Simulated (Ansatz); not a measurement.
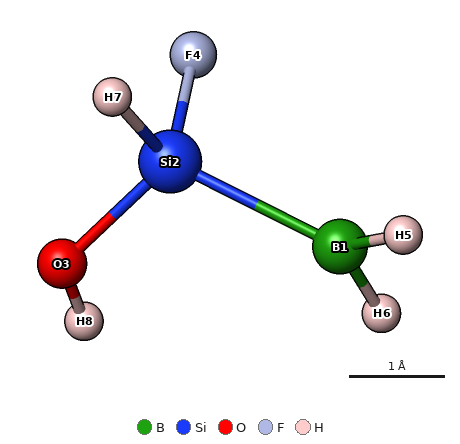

Fig. 1: The starting structure (ball-and-stick view, seen at a tilt; atoms are numbered from 1 in the order of the input). Bond lengths as drawn: B–H 1.19 to 1.20 Å, B–Si 2.02 Å, F–Si 1.61 Å, H–O 0.96 Å, H–Si 1.48 Å and O–Si 1.64 Å.

Run report: BSiH₄OF, molecular dynamics

System: BSiH₄OF, SMILES B[SiH](O)F.
Method: RKS PBE, rpa/def2-SVP (Ansatz 0.2.0).

The geometry comes from this level: PBE0-D4/def2-TZVP.

**The input**
```yaml
crystal:
  periodic: [false, false, false]
  atoms:
    - {symbol: B, position_ang: [-1.305102, 0.293313, 0.268484]}
    - {symbol: Si, position_ang: [0.577899, -0.423890, 0.214759]}
    - {symbol: O, position_ang: [1.578207, 0.593831, -0.592736]}
    - {symbol: F, position_ang: [0.472964, -1.838452, -0.539240]}
    - {symbol: H, position_ang: [-1.952194, 0.377831, 1.269372]}
    - {symbol: H, position_ang: [-1.820907, 0.667160, -0.745961]}
    - {symbol: H, position_ang: [1.263040, -0.672120, 1.502121]}
    - {symbol: H, position_ang: [1.278092, 0.945327, -1.432698]}
basis:
  gaussian: {orbitals: def2-SVP}
hamiltonian: {xc: {name: PBE}}
correlation: {method: rpa}
md: {timestep: 1 fs, n_steps: 30, ensemble: nvt_nose_hoover, temperature: 700, initial_velocities: maxwell_boltzmann, seed: 859}
```

Run as:
```bash
ansatz run in.yaml --threads 2 --pin off --events-out ev --progress --plain --max-ram 4352MiB
```

**Log**
```
Error: forces are implemented only for Hartree–Fock and Kohn–Sham states of molecules, for MP2, coupled cluster and FCI on these and for active spaces without a correction or with SC-NEVPT2: ask for no forces
```

**What the run reported**

| quantity | value |
| --- | --- |
| outcome | refused by the program |
| hardware | 2 threads of Arm Neoverse V1, 23 GiB of memory available, shared host |

**Diagnosis**

The program refused the input: “forces are implemented only for Hartree–Fock and Kohn–Sham states of molecules, for MP2, coupled cluster and FCI on these and for active spaces without a correction or with SC-NEVPT2: ask for no forces”
